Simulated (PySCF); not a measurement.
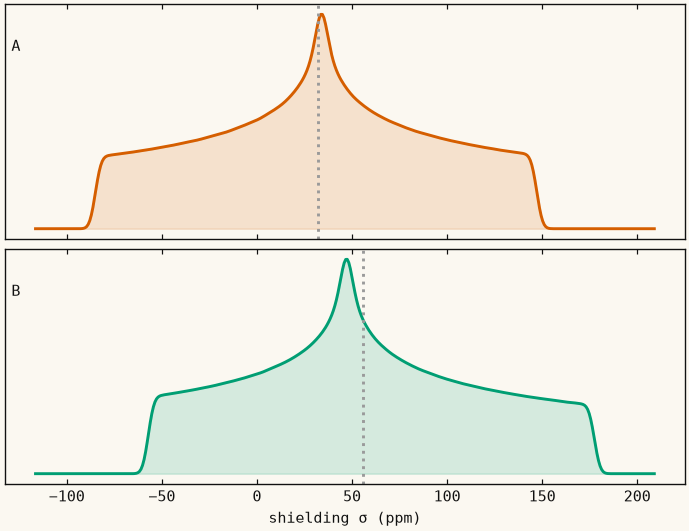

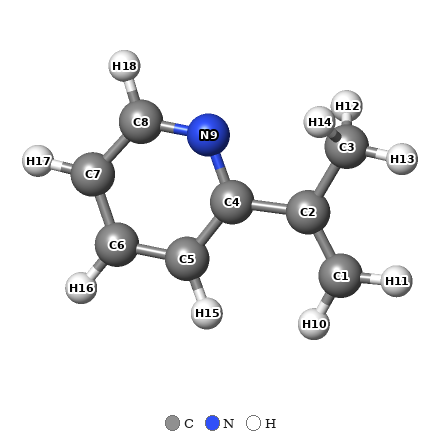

Static powder patterns (¹³C) from GIAO shielding tensors of C₈H₉N, SMILES C=C(C)c1ccccn1, PBE0/pcSseg-1 (IEF-PCM water), PySCF 2.14.0, at a PBE0-D3(BJ)/def2-SVP geometry (no frequency check); absolute shielding, one fixed geometry of the isolated molecule without any motion, no dipolar terms. The dotted line is the isotropic value; skew is 3(σiso − σ22)/span.

**The panels belong to C2 and C7. Which is which?**

panel A: C2, σ11, σ22, σ33 = −85, 34, 147 ppm, isotropic 32, span 232 ppm, skew −0.03; panel B: C7, σ11, σ22, σ33 = −57, 47, 177 ppm, isotropic 56, span 235 ppm, skew 0.11.

Note: one conformer of a flexible molecule.
